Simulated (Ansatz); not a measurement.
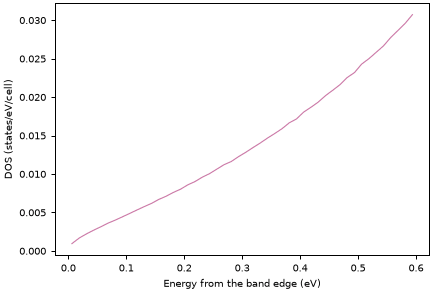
Density of states of CdTe (F-43m) above the conduction band minimum, r2SCAN with spin-orbit coupling, rigid bands (Ansatz, a quantum-chemistry and plane-wave program); cell volume 70.5 Å³.

What effective density of states at 300 K does this give (∫ g(E) exp(−E/k_BT) dE, both spins, divided by the cell's size)?

6.8e17 cm⁻³, a density-of-states mass of 0.090 mₑ, valleys and band degeneracy included.

Geometry: cell and atoms relaxed with r2SCAN.
